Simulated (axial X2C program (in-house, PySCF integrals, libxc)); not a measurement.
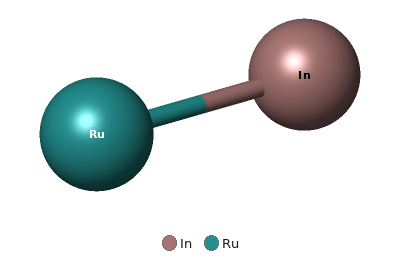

**Figure 1.** The molecule at the reference distance of 2.667 Å.

# Relativistic diatomic calculation, with input and output: InRu

System: InRu, single determinant with Ω = 3/2. The distance is the PBE0 minimum at charge 0.
Method: expectation values, HF and Kohn-Sham, two-component X2C with atomic mean-field Coulomb and Gaunt terms, In dyall-cv3z, Ru dyall-cv3z (cores contracted) (axial X2C program (in-house, PySCF integrals, libxc)).

### The program's output
```
two-component X2C + atomic mean field  PBE0
basis functions 279  fitting functions 1321  grid points 5803
iter        total energy     max residual
   1     -10406.455964035     7.70e-01
   2     -10406.476647283     1.09e-03
   3     -10406.476650465     3.40e-04
   4     -10406.476652353     1.38e-04
   5     -10406.476652738     1.82e-05
   6     -10406.476652748     1.57e-05
   7     -10406.476652757     6.73e-06
   8     -10406.476652760     5.12e-06
   9     -10406.476652767     2.57e-06
  10     -10406.476652769     9.91e-07
converged
one-electron -15184.80608375  Coulomb 4651.39838564  exact exchange -72.71756114  xc functional -222.62317332  nuclear repulsion 427.78630174  atomic mean-field constant -5.51452194
```

### Expectation values by level of theory

| quantity | PBE0 | HF | TPSSh | B3LYP | BP86 |
| --- | --- | --- | --- | --- | --- |
| effective field for an electron dipole moment (GV/cm) | 1.39 | 7.67 | 0.969 | 0.721 | −0.389 |
| field gradient at the first nucleus (a.u.) | −5.03 | −4.83 | −4.79 | −4.80 | −4.12 |
| field gradient at the second nucleus (a.u.) | −3.57 | −3.43 | −3.66 | −3.55 | −4.29 |
| A∥/gI, first nucleus (MHz) | 43.2 | −107 | 46.1 | 19.7 | 94.0 |
| A∥/gI, second nucleus (MHz) | 594 | 510 | 643 | 534 | 1020 |

Each column comes from one determinant with 3 or more unpaired spinors, which can mix states, in a basis with contracted cores. The levels disagree widely: the effective field runs from −0.389 to 7.67 GV/cm, A∥/gI at the first nucleus runs from −107 to 94.0 MHz and A∥/gI at the second nucleus runs from 510 to 1020 MHz. They may not all have settled in the same state, and these values aren't reliable properties of the molecule.

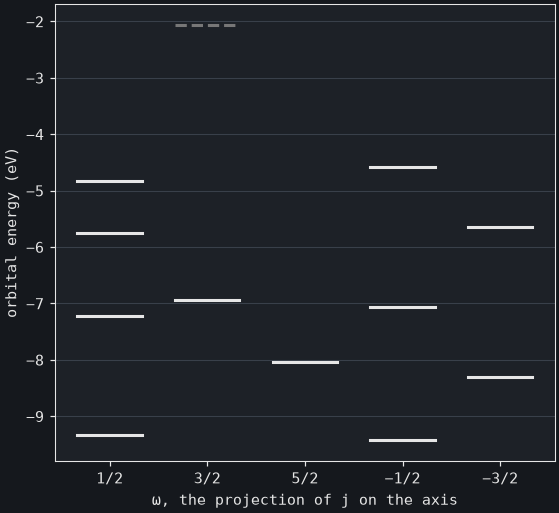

**Figure 2.** Orbital energies (PBE0) near the frontier at 2.67 Å, filled (solid) and empty (dashed). The highest filled spinor (−1/2; 55 % In p, 18 % Ru s) lies at −4.58 eV, the lowest empty one (3/2; 97 % Ru d, 2 % In p) at −2.06 eV.

### Input
```
{"zs": [49, 44], "q": 0, "bas": ["dyall-cv3z", "dyall-cv3z"], "r0": 2.67, "levels": ["PBE0", "HF", "TPSSh", "B3LYP", "BP86"], "nst": 3}
```

The line is the task of a batch: nuclear charges, charge, bases, the levels to run, a first guess of the distance and further settings. This report covers the levels named above. The log is that of the reference distance.

Launched within a batch (the task file carries these settings):
```bash
python <driver script> task.json out
```

### Key numbers

- outcome: converged; the levels of theory disagree widely
- hardware: 1 thread of Arm Neoverse N1, 98 GiB of memory available, shared host
- wall time: 21 s
- peak memory: 0.66 GiB
